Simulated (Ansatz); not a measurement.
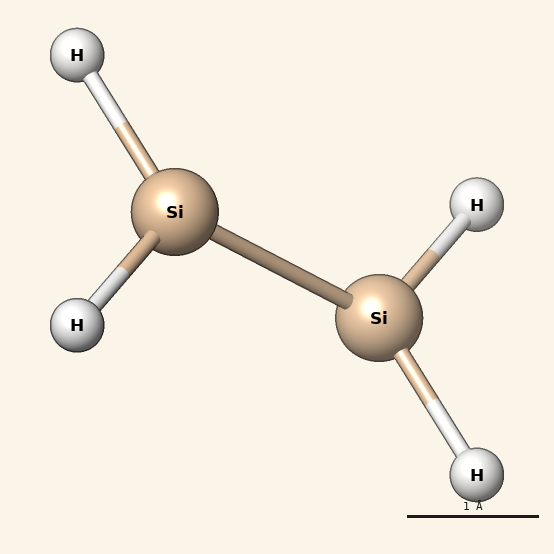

Ball-and-stick drawing of a structure.

The computed structure is the end point of a PBE0-D4/def2-TZVP optimisation.

Describe the molecule.

Formula Si₂H₄.

The parts below concern this one geometry. Atoms keep their numbers from picture to picture.

### Geometry

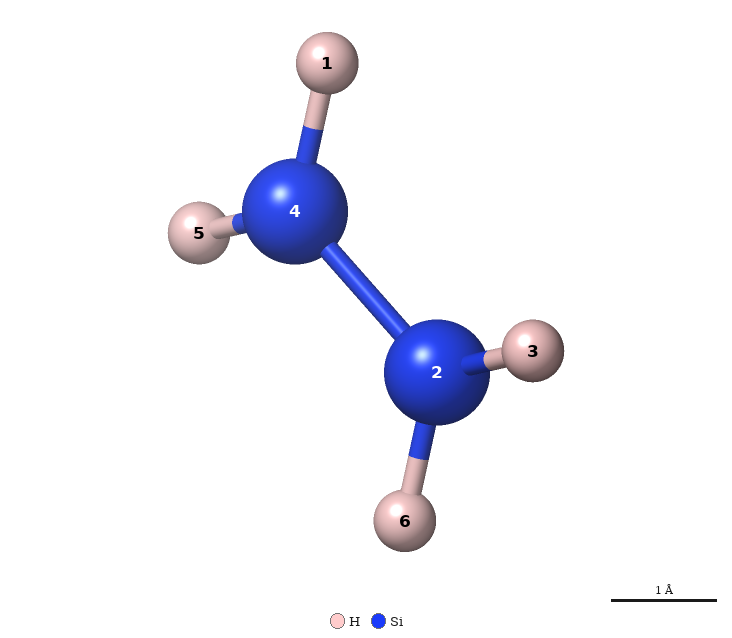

The atoms are numbered.

Which atoms are bonded, and how long are the bonds?

| bond | length (Å) |
| --- | --- |
| H1–Si4 | 1.481 |
| Si2–H3 | 1.481 |
| Si2–Si4 | 2.143 |
| Si2–H6 | 1.481 |
| Si4–H5 | 1.481 |

### Charges

The questions are on Mulliken charges. Properties computed with RKS PBE0-D4/def2-TZVP (Ansatz 0.2.0).

List the Mulliken charges.

| atom | value (e) |
| --- | --- |
| H1 | 0.02 |
| Si2 | −0.04 |
| H3 | 0.02 |
| Si4 | −0.04 |
| H5 | 0.02 |
| H6 | 0.02 |

### Vibrations

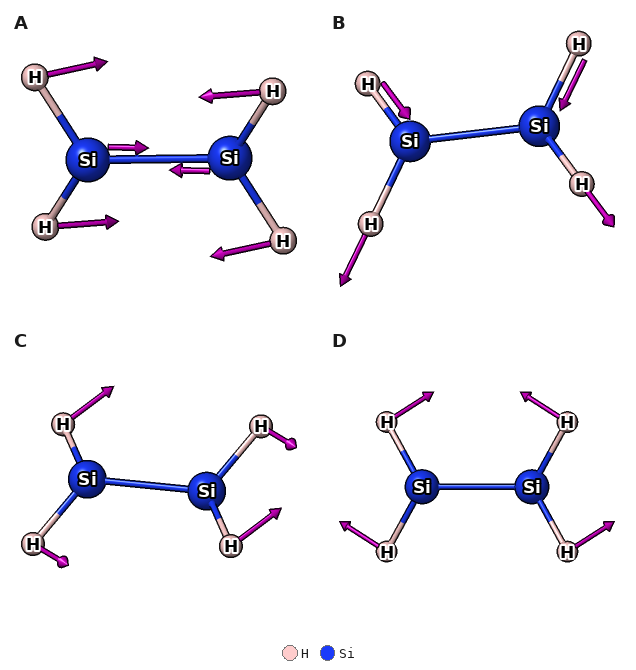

4 normal modes of one molecule or complex, as arrows. Harmonic vibrations computed with RKS PBE0-D4/def2-TZVP (Ansatz 0.2.0) at a stationary point of the same level.

Match the panels to the wavenumbers 341 cm⁻¹, 586 cm⁻¹, 886 cm⁻¹, 2277 cm⁻¹.

A: 586 cm⁻¹, Si–Si stretching
B: 2277 cm⁻¹, out-of-phase stretching of 4 Si–H bonds
C: 886 cm⁻¹, H–Si–H bending
D: 341 cm⁻¹, H–Si–Si bending

### Thermal motion

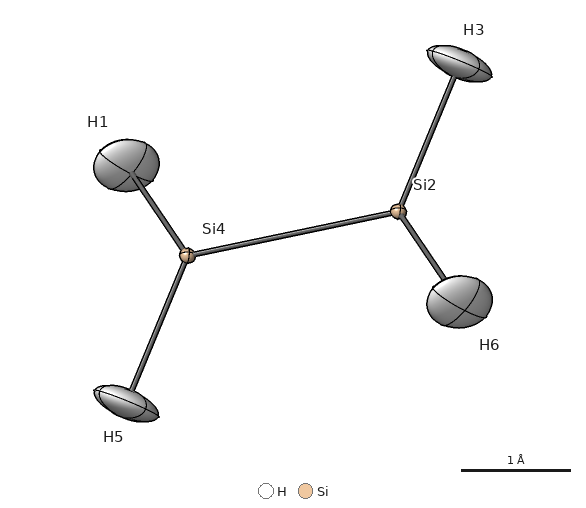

Displacement ellipsoids at the 50 % level, from the internal vibrations of the free molecule (harmonic, no overall translation or rotation; no half-axis is drawn under 0.075 Å). Vibrations computed with RKS PBE0-D4/def2-TZVP (Ansatz 0.2.0). Temperature: 298 K.

Give the displacement parameters, one line for each set of equivalent atoms.

| atom | U_eq (Å²) | rms amplitudes (Å) |
| --- | --- | --- |
| H1, H3, H5, H6 | 0.0310 | 0.086, 0.182, 0.229 |
| Si2, Si4 | 0.00046 | 0.012, 0.020, 0.029 |

Mulliken values depend strongly on the basis set and can even reverse the polarity of a bond.
